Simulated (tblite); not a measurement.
## Molecular dynamics of C$_{2}$H$_{9}$AsSi (part 2 of 2)

Continued. System: C$_{2}$H$_{9}$AsSi, SMILES [SiH3]CC[AsH2]. Method: GFN2-xTB Langevin dynamics, gas phase (tblite 0.8.0). It belongs to a series of runs on one base structure; here: H on C replaced by CH2SiH3.

Geometry of the input (Å):
```
Si -2.0178  -0.3100  -0.6805
C  -0.3587  -0.4467  0.2375
C  0.6650  0.5773  -0.2427
As 2.3849  0.3925  0.7452
H  -2.5618  1.0352  -0.4782
H  -2.9421  -1.3155  -0.1555
H  -1.7934  -0.5364  -2.1104
H  -0.5198  -0.3179  1.3125
H  0.0538  -1.4524  0.1090
H  0.8379  0.4691  -1.3158
H  0.2848  1.5896  -0.0743
H  2.7841  -0.8698  0.0300
H  3.1787  1.1856  -0.2558
```

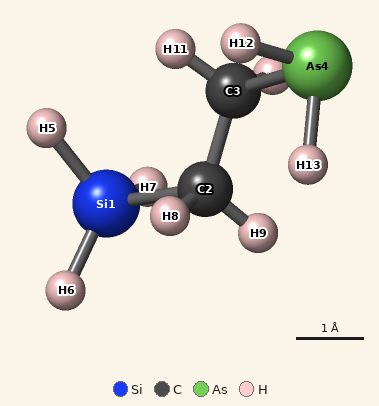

*The geometry at step 31 of the log (ball-and-stick view, seen at a tilt; atoms are numbered from 1 in the order of the input).*

Trajectory as extended XYZ, continued:
```
13
Properties=species:S:1:pos:R:3:forces:R:3 step=20 time_fs=500.0 energy=-351.14484 temperature=656.4
Si   -2.4319   -1.3437    0.5935   -2.1731   1.7113   1.6814
C    -0.6508   -1.0854    0.8558    2.3230  -2.2867   2.6762
C     0.0233    0.2140    0.7638    0.2233   1.2523  -1.3340
As    1.7536    0.2631    1.6659    1.3199  -0.9310  -0.4727
H    -3.2944   -1.5384    1.8656    0.7805   0.0447  -0.6169
H    -2.7457   -2.4452   -0.1605   -0.4090  -1.8123  -1.5051
H    -2.9458   -0.0458    0.1810   -0.1378   0.1518  -0.4046
H    -0.5610   -1.4167    1.9882    0.1507   0.2725  -1.5347
H     0.0949   -1.7492    0.3386   -1.0838  -0.1375   0.2131
H    -0.0209    0.5214   -0.2944    0.5466   0.0530   0.0524
H    -0.3968    1.0568    1.2709   -1.2361   0.3127   0.6041
H     2.8285    0.1239    0.4661   -0.8014  -0.1468   0.5861
H     1.7037    1.6481    1.3388    0.4972   1.5157   0.0547
13
Properties=species:S:1:pos:R:3:forces:R:3 step=21 time_fs=525.0 energy=-351.14877 temperature=777.2
Si   -2.5045   -1.3935    0.5774    0.8435  -1.2582   0.4790
C    -0.5565   -1.2100    0.8913    0.0865   1.0304   0.7811
C    -0.0184    0.2713    0.6598   -0.3424   0.4239   3.0411
As    1.7835    0.2862    1.7272   -0.3857   0.2675  -0.5536
H    -3.1361   -1.8972    1.8865    0.3938   0.3582  -0.9120
H    -2.4834   -2.5336   -0.4869   -0.2926   0.9444   0.7541
H    -3.2565   -0.1939    0.1395    0.3713  -0.2797   0.0369
H    -0.1048   -1.7792    1.8362   -1.1740   1.4791  -1.4262
H    -0.0209   -1.6440    0.0827    0.1316  -1.1182  -0.7285
H    -0.0399    0.4795   -0.4021    0.2530   0.2347   0.1360
H    -0.5678    1.1168    1.2556    0.2593  -1.4925  -1.1443
H     2.5720    0.1541    0.4784    0.3600  -0.0177  -0.0899
H     2.2355    1.7954    1.8426   -0.5043  -0.5719  -0.3739
13
Properties=species:S:1:pos:R:3:forces:R:3 step=22 time_fs=550.0 energy=-351.09060 temperature=670.1
Si   -2.4466   -1.4405    0.5358    0.5975   0.0942  -3.3413
C    -0.5818   -1.2149    0.7281    0.4452   1.3916   2.8018
C     0.0553    0.2751    0.7940   -2.0822  -2.0366   0.1821
As    1.7980    0.3587    1.7789   -0.8106   0.6049   0.1995
H    -3.1190   -1.9070    1.6530   -0.8132  -0.5531   1.5329
H    -2.7509   -2.3059   -0.6935    0.2791   0.1204   0.8778
H    -2.9134   -0.2073   -0.0419   -0.3528   0.6994   0.1918
H    -0.4871   -1.5707    1.8203    0.2196   0.4455  -0.8958
H     0.0186   -1.9156    0.2457    0.9098  -0.8829  -1.3250
H     0.2505    0.7480   -0.2018   -0.8111  -0.4261   0.7976
H    -0.8257    0.7113    1.4171    1.9058   0.4527  -1.0725
H     2.7909   -0.0153    0.6810   -0.4543   0.3633  -0.1421
H     1.5792    1.8364    1.4071    0.9672  -0.2732   0.1933
13
Properties=species:S:1:pos:R:3:forces:R:3 step=24 time_fs=600.0 energy=-350.69486 temperature=483.1
Si   -2.3546   -1.6326    0.4038   -2.7306   0.3858  -1.4805
C    -0.5609   -1.3201    0.6373    1.9702  -4.8450  -2.3086
C    -0.1340   -0.0144    1.0554    0.3213   1.5667   0.1889
As    1.7058    0.5049    1.8613   -0.5152   0.4863  -2.1731
H    -3.2757   -1.6941    1.6500    0.9016  -0.0259  -0.9068
H    -2.5894   -2.8479   -0.5689    0.2350   1.0116   1.0664
H    -2.6566   -0.3387   -0.3754   -0.3134  -0.8146   0.4270
H    -0.3362   -2.1244    1.2947    0.6552  -0.5487   1.9601
H    -0.0173   -1.8616   -0.2208   -0.3279   1.4633   0.0072
H    -0.4617    0.6290    0.2351    0.4572   0.6847   0.3077
H    -0.8581    0.0315    1.8304   -0.3763   1.6166   1.4257
H     2.4441   -0.4482    0.9779    0.1075  -0.3501   0.1815
H     2.0601    1.5332    0.5692   -0.3846  -0.6309   1.3046
13
Properties=species:S:1:pos:R:3:forces:R:3 step=25 time_fs=625.0 energy=-351.14485 temperature=659.9
Si   -2.3697   -1.6900    0.3608    2.5599  -0.4466   0.7846
C    -0.3850   -1.3140    0.7675   -0.8676  -0.7673  -2.2000
C    -0.2481    0.1506    1.3319    1.9193  -3.1548  -1.0073
As    1.6535    0.5304    1.8934   -0.3541   0.3558   0.6008
H    -3.0959   -1.5627    1.5712   -0.3637   0.1557   1.0040
H    -2.7509   -2.9443   -0.2216    0.3184  -0.9418  -0.0571
H    -2.9820   -0.8914   -0.5971   -0.4759   1.6220  -1.2307
H     0.0320   -2.2223    1.2180   -0.2618   0.6375   1.2660
H     0.2198   -1.4445   -0.2159   -1.0571   0.9271   0.8813
H    -0.6199    0.6759    0.5202   -0.1524   1.6832  -1.5358
H    -0.9427    0.2919    2.0856   -0.9661   0.1700   1.9438
H     2.2914   -0.7210    1.3432   -0.1379   0.2491  -0.3478
H     2.0971    1.4496    0.7630   -0.1609  -0.4900  -0.1018
13
Properties=species:S:1:pos:R:3:forces:R:3 step=26 time_fs=650.0 energy=-351.31060 temperature=742.7
Si   -2.2223   -1.7870    0.3976   -1.1308   0.9935  -1.1094
C    -0.5523   -1.1052    0.6837    2.1644   0.1495   1.5562
C    -0.3543    0.2329    1.4845   -0.9897  -0.5695   0.2452
As    1.5481    0.5842    1.9372   -0.1205  -0.8724   1.2870
H    -2.8394   -1.4907    1.6561   -0.7324  -0.0280   0.4603
H    -1.8104   -3.1641    0.3466   -0.5264  -0.7298  -0.4631
H    -2.7959   -0.9583   -0.7437    0.0389  -0.8101   0.5723
H    -0.1500   -1.9721    1.2861    0.0268   1.0173   0.5627
H     0.1325   -1.2706   -0.1409    0.0008   1.0068  -0.6359
H    -0.7245    1.1562    1.0228    0.2677  -0.2939  -0.9211
H    -1.0694    0.2841    2.3779    1.1987  -0.8071  -0.5055
H     2.1261   -0.8822    1.6843   -0.4390   0.9186  -0.0410
H     1.9084    1.0456    0.6192    0.2416   0.0252  -1.0078
13
Properties=species:S:1:pos:R:3:forces:R:3 step=27 time_fs=675.0 energy=-351.33670 temperature=710.4
Si   -2.1420   -1.8599    0.3870    0.1369  -1.3366   0.1601
C    -0.4490   -0.9383    0.7121   -1.1947  -1.3308   0.0334
C    -0.3621    0.3340    1.4941   -2.1748   1.3323   2.8631
As    1.4510    0.6570    2.0355    1.2002   1.3074  -1.2311
H    -3.1650   -1.7518    1.4534    0.3919   0.1958  -0.1235
H    -1.8964   -3.4156    0.2367    0.0586   1.3091   0.2770
H    -2.8175   -1.6213   -0.8928    0.1623   0.4024   0.0328
H     0.2665   -1.7232    1.0682   -0.5858   0.6122   0.2743
H    -0.0595   -0.7078   -0.2448    0.3859   0.2899  -1.2921
H    -0.8517    1.2895    1.1223    0.8295  -1.1197  -0.7724
H    -0.9724    0.4178    2.5299    0.9041  -1.2009  -1.4409
H     1.9568   -0.7084    2.0654   -0.0747  -0.8281   0.3093
H     1.9256    0.5749    0.4997   -0.0393   0.3671   0.9100
13
Properties=species:S:1:pos:R:3:forces:R:3 step=28 time_fs=700.0 energy=-351.56239 temperature=926.2
Si   -2.0016   -1.9037    0.3645   -1.1484   3.8735  -1.0382
C    -0.3713   -0.8797    0.5271   -0.9106  -1.9861  -0.7640
C    -0.5370    0.2382    1.4221    0.6899   2.8483   2.1429
As    1.3579    0.7748    2.1619   -0.5531  -1.0336  -0.8087
H    -2.9495   -1.5892    1.4471    0.2168  -0.0927   0.0475
H    -1.7197   -3.2272    0.3167    0.5941  -2.9554  -0.1633
H    -2.6898   -1.3393   -0.8687    0.2987  -0.4765   0.5316
H     0.2714   -1.6678    0.9271    0.5728   0.3425   0.1019
H     0.0820   -0.4498   -0.3593   -0.0748  -0.5833  -0.4829
H    -0.9904    1.1235    0.9495    0.2980  -0.1581  -0.2973
H    -1.1716    0.1490    2.3206    0.3350  -0.6288  -0.0976
H     1.5250   -0.7345    2.4448    0.2253   0.5740   0.2434
H     2.1537    0.4812    0.8226   -0.5436   0.2761   0.5848
13
Properties=species:S:1:pos:R:3:forces:R:3 step=29 time_fs=725.0 energy=-351.60527 temperature=692.5
Si   -1.8998   -1.9725    0.2490    0.5417  -0.3807  -0.8375
C    -0.3731   -0.8628    0.4582    0.5203   0.0085  -1.1619
C    -0.4405    0.2099    1.5324    0.1370   0.3631  -0.4929
As    1.2324    0.8106    2.2961    0.2150   1.6334   0.6202
H    -2.5995   -1.7776    1.4885   -0.4734  -0.3212   0.4386
H    -1.2284   -3.3546   -0.0058   -0.8954   0.9603   0.1527
H    -2.7044   -1.4050   -0.8785    0.2021  -0.4523   0.3669
H     0.4386   -1.5926    0.7130   -0.1917   0.8453  -0.4542
H    -0.1967   -0.3753   -0.5875    0.2885  -0.7865   1.8055
H    -0.8362    1.1401    1.1396   -0.7785   0.0227  -0.2550
H    -0.9853   -0.0673    2.4120   -0.9236  -0.3416   0.2257
H     1.3888   -0.3381    3.1702    0.4273  -0.9181   0.1663
H     1.9706    0.3206    1.1691    0.9307  -0.6330  -0.5745
13
Properties=species:S:1:pos:R:3:forces:R:3 step=31 time_fs=775.0 energy=-351.71186 temperature=813.8
Si   -1.7077   -2.1442    0.0352   -0.4593   1.0607   0.2059
C    -0.2378   -0.9671    0.4790   -1.4729  -0.8498   0.5548
C    -0.5276   -0.1004    1.7214   -0.3987   1.3513  -1.8492
As    1.0645    0.8620    2.4925    0.1985  -0.3097  -1.2116
H    -2.1522   -2.6419    1.3618   -0.0430  -0.0814  -0.4182
H    -1.1115   -3.2290   -0.7774   -0.3950   0.2678   0.0432
H    -2.7714   -1.2086   -0.5365    0.5209  -0.8540   0.1640
H     0.4580   -1.7624    0.6484    1.2640   0.1407   0.4775
H     0.0419   -0.4114   -0.3913    0.3750   0.4919  -0.2140
H    -1.2643    0.7253    1.3268    0.8460  -1.4212   1.0746
H    -0.9376   -0.7079    2.5164   -0.4568   0.1504  -0.0142
H     1.2498   -0.2394    3.4226    0.3433  -0.4760   0.6209
H     2.0349    0.1134    1.5026   -0.3219   0.5294   0.5662
13
Properties=species:S:1:pos:R:3:forces:R:3 step=32 time_fs=800.0 energy=-351.39389 temperature=729.5
Si   -1.6569   -2.2177   -0.0156   -0.5916   0.5852  -1.0952
C    -0.2329   -1.1524    0.7808   -0.9172  -4.7365  -0.0090
C    -0.5298   -0.1740    1.7942   -0.9159   2.0490   0.6386
As    0.9729    0.9035    2.4946   -0.3163   0.9050   1.4101
H    -1.9869   -3.3484    0.8517    0.0872  -0.0080  -0.1111
H    -1.3359   -2.5828   -1.5098    0.0386   0.0981   1.3919
H    -2.8707   -1.3794   -0.2522    0.3293  -0.1890   0.3002
H     0.4590   -1.9996    1.0092    0.0251   0.6286   0.8275
H     0.1970   -0.7707   -0.0433    1.6505   1.9983  -2.7985
H    -1.1334    0.6407    1.2172    0.2714  -1.0942   1.3261
H    -1.0630   -0.5768    2.6796   -0.1324   0.3631  -0.6078
H     1.5782   -0.0093    3.5881   -0.2266  -0.0460  -0.5482
H     2.0074    0.5467    1.5646    0.6979  -0.5536  -0.7245
13
Properties=species:S:1:pos:R:3:forces:R:3 step=33 time_fs=825.0 energy=-351.24513 temperature=735.8
Si   -1.6163   -2.2205   -0.0804   -0.6551  -1.0865   3.8198
C    -0.1811   -1.4349    1.0733   -3.3406  -0.4862  -0.1182
C    -0.6824   -0.1932    1.8499    1.7585   0.3201  -0.1587
As    0.9496    0.9565    2.4867    0.3729  -1.0575  -1.6036
H    -1.9398   -3.7128    0.2682    0.3699   1.0657  -0.0945
H    -1.1329   -2.3281   -1.3466    0.8442   0.1132  -2.7062
H    -2.8855   -1.5813    0.2395   -0.0006   0.2679  -0.2306
H     0.1919   -2.2275    1.6981   -0.0515  -0.0355   0.6985
H     0.5454   -1.3220    0.3515    1.8336   1.1524  -1.2630
H    -1.4125    0.5133    1.3317    0.8393  -1.2350   0.6644
H    -0.9828   -0.5617    2.8232   -0.9246   0.1830  -0.0334
H     1.7295   -0.2336    3.1008   -0.4015   0.3487  -0.1983
H     1.7950    0.6399    1.0680   -0.6444   0.4498   1.2239
13
Properties=species:S:1:pos:R:3:forces:R:3 step=34 time_fs=850.0 energy=-351.11826 temperature=581.7
Si   -1.4710   -2.2117   -0.0487    0.0895   1.1352  -1.5340
C    -0.2958   -1.5877    1.2906    0.1969   1.8351  -0.9979
C    -0.6665   -0.2110    2.0750    2.7174  -2.2047  -0.8450
As    0.9310    0.9649    2.4702   -0.2875   0.5503   0.0035
H    -1.7876   -3.6423    0.0078    0.2436   0.1463  -0.1138
H    -0.8995   -1.5250   -1.4187   -0.3462  -1.1210   1.1760
H    -2.6556   -1.4079   -0.0177   -0.8331   0.1491   0.2584
H    -0.0222   -2.3950    1.8972   -0.0401  -0.8124   1.7338
H     0.6253   -1.5560    0.6514   -0.2075   1.0166   0.6547
H    -1.1132    0.5333    1.4889   -1.5034   0.2757  -1.2190
H    -1.2398   -0.4388    2.9557   -0.1371   0.0117   0.2602
H     1.8561   -0.0282    2.9121    0.7087  -1.0896   0.9228
H     1.7685    0.8130    1.2137   -0.6013   0.1078  -0.2999
13
Properties=species:S:1:pos:R:3:forces:R:3 step=35 time_fs=875.0 energy=-351.34300 temperature=649.7
Si   -1.3728   -2.1642   -0.0223    0.3494  -0.3944   1.3962
C    -0.2658   -1.6169    1.5058    0.1952  -0.2800  -1.2334
C    -0.6884   -0.2361    2.0690    3.9700  -1.8213   1.3212
As    0.9040    0.9446    2.4545    0.5825  -1.0281   1.0783
H    -1.3376   -3.6254    0.0697   -0.0936  -0.1781  -0.0381
H    -0.7629   -1.9124   -1.3023   -0.0016   0.4879  -0.3720
H    -2.7555   -1.7676    0.3060    0.2467   0.1565  -0.3152
H    -0.4297   -2.4174    2.2494    0.1549   0.5736  -0.0970
H     0.8579   -1.7176    1.2002   -1.7730   0.4929   0.5388
H    -1.2157    0.4304    1.5328   -2.4133   1.3568  -2.1109
H    -1.0234   -0.3349    3.0644   -1.1600  -0.3190   0.9514
H     1.7591   -0.3468    3.1118   -0.4875   1.1919  -0.7432
H     1.4512    0.7945    1.0975    0.4302  -0.2386  -0.3760
13
Properties=species:S:1:pos:R:3:forces:R:3 step=36 time_fs=900.0 energy=-351.09525 temperature=596.9
Si   -1.2825   -2.1188    0.0211   -0.8099   1.5201   0.2180
C    -0.3140   -1.7018    1.5905    2.4583  -2.0238   0.4586
C    -0.6900   -0.3616    1.9840    0.7112   3.9869   2.1059
As    0.8405    0.8659    2.4924    0.4784   0.2813  -0.5598
H    -1.3882   -3.4833   -0.2791    0.0589  -1.3554  -0.2691
H    -0.9817   -1.2974   -1.1515    0.4889  -0.0781  -0.0551
H    -2.6356   -1.5372    0.3000    0.1955  -0.4072   0.0895
H    -0.4887   -2.4508    2.4653    0.1786   1.0982  -1.4646
H     0.8953   -1.6541    1.4881   -2.3810  -0.7360  -0.2476
H    -1.1049    0.4459    1.3799   -0.7200  -1.0003  -1.2451
H    -1.2249   -0.1763    2.9082   -0.8519  -0.9915   0.4050
H     1.6761   -0.1244    3.2389    0.2162  -0.2587  -0.1697
H     1.5564    0.6337    1.1179   -0.0231  -0.0356   0.7339
13
Properties=species:S:1:pos:R:3:forces:R:3 step=38 time_fs=950.0 energy=-351.08158 temperature=565.9
Si   -1.3708   -2.0879   -0.1606   -0.2291  -0.8097   0.2723
C    -0.3067   -1.9161    1.4170   -1.8971   1.3642   0.1081
C    -0.6460   -0.4864    1.9972   -2.1478   1.1911   1.1679
As    0.8050    0.7070    2.5333    0.7541  -0.1875   0.2569
H    -1.3289   -3.5162   -0.5648    0.0784   0.3126  -0.0386
H    -1.0577   -1.1974   -1.2571    0.2771   0.1717  -0.1382
H    -2.7560   -1.8009    0.2403    0.0436   0.0052   0.0072
H    -0.6816   -2.6308    2.1501   -0.0989  -0.0449  -0.0176
H     0.7274   -2.1731    1.3121    0.6255   0.5698  -0.2099
H    -1.3682    0.4429    1.3896    1.5936  -2.9035   0.5847
H    -1.3661   -0.6085    2.9560    1.4313   0.1210  -1.7863
H     1.5309   -0.2077    3.6042   -0.2362   0.2147  -0.8029
H     1.7295    0.2956    1.3621   -0.1943  -0.0046   0.5962
13
Properties=species:S:1:pos:R:3:forces:R:3 step=39 time_fs=975.0 energy=-350.91783 temperature=327.6
Si   -1.3993   -2.1698   -0.2706   -1.2703   3.2773   1.7706
C    -0.3632   -1.8027    1.3313   -1.2718   1.0185  -0.3381
C    -0.7540   -0.5341    2.1359   -1.8670   1.6536  -0.2602
As    0.8026    0.6610    2.5354   -1.4445   1.1769   0.6328
H    -1.1345   -3.4547   -0.6448    0.4220  -2.4277  -0.8642
H    -0.9700   -1.1121   -1.2434   -0.1823  -0.5123   0.2451
H    -2.8411   -1.8605    0.1398    0.8141  -0.3525  -0.4242
H    -0.1967   -2.5844    2.0515   -0.3225  -0.5125   0.0738
H     0.5745   -1.6622    0.8471    1.1654   0.4052  -0.0736
H    -1.6286    0.3717    1.6405    1.9615  -2.7180   0.6454
H    -1.2838   -0.8214    3.1219    0.8412   0.4673  -1.3677
H     1.3778   -0.3887    3.3236    1.0102  -0.8300   0.3206
H     1.6574    0.5385    1.3448    0.1441  -0.6458  -0.3605
13
Properties=species:S:1:pos:R:3:forces:R:3 step=40 time_fs=1000.0 energy=-351.18752 temperature=547.7
Si   -1.4000   -2.1952   -0.2084    0.1354  -2.0962  -1.3932
C    -0.3481   -1.7274    1.2477    0.5989  -1.4980   0.4143
C    -0.7424   -0.6228    2.1956   -1.1562   2.4329  -2.3422
As    0.7644    0.6566    2.5514    0.4323  -0.7679  -0.3730
H    -1.1932   -3.7357   -0.6740    0.1095   1.4270   0.5829
H    -1.0894   -1.4787   -1.4152    0.0827   0.4769  -0.2957
H    -2.7778   -2.2638    0.0835   -1.1875   0.2871   0.3569
H    -0.2910   -2.6777    1.7971   -0.0651   0.0839   0.3943
H     0.6666   -1.6924    0.8311    0.0430   0.6527   0.2428
H    -1.6047    0.1419    1.5894    2.0118  -1.6547   1.4863
H    -1.2780   -0.9734    3.0462   -0.2091  -0.1850   0.6226
H     1.8294   -0.2983    3.2160   -0.7077   0.2304  -0.2044
H     1.3836    0.2058    1.2014   -0.0882   0.6109   0.5085
```

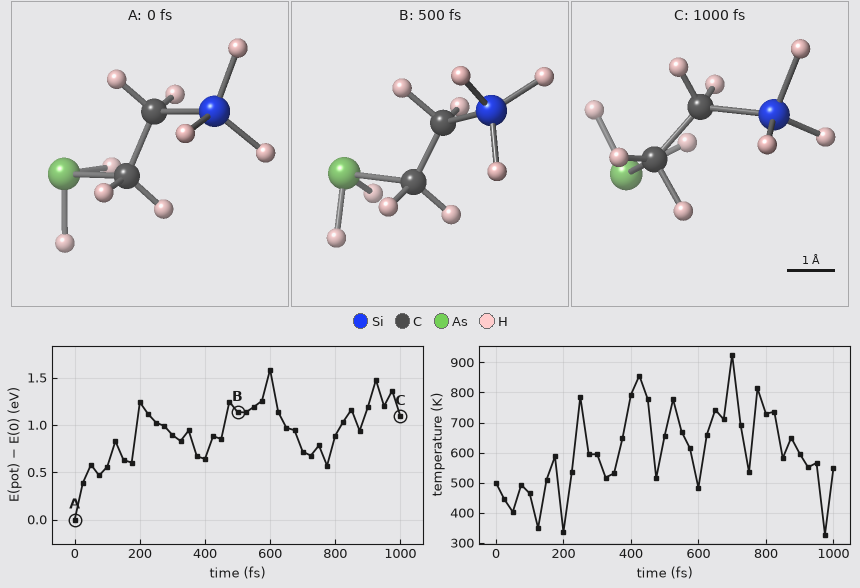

*Frames of the molecular dynamics (ball-and-stick, seen at a tilt) above the curves, on which the letters mark them.*

The trajectory kept here has 41 frames over 1000 fs. The temperature starts at 500 K, ranges from 328 to 926 K and averages 646 K over the second half. The potential energy ends 1.094 eV above its first value. After an unweighted best fit of the last frame on the first, the root-mean-square displacement is 1.34 Å, and H13 has moved furthest (2.76 Å).
